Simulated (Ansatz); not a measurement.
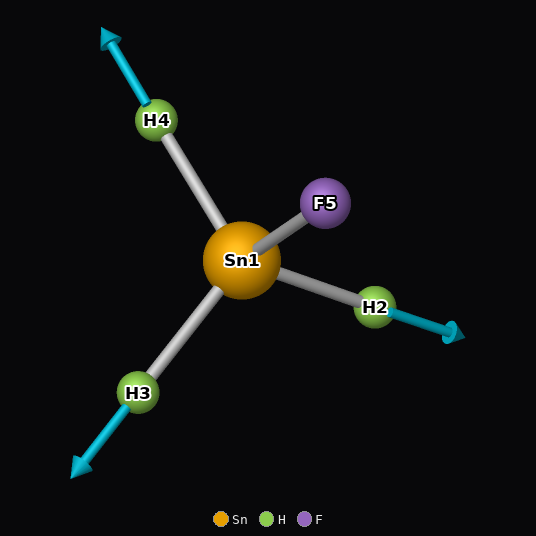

The arrows show one normal mode. Harmonic vibrations computed with RKS PBE0-D4/def2-TZVP, core potentials on Sn (Ansatz 0.2.0) at a stationary point of the same level.

> Describe the motion.

Mostly in-phase stretching of 3 Sn–H bonds.

> Estimate its harmonic wavenumber.

1972 cm⁻¹; it is mode 7 of 9 counted from the lowest.
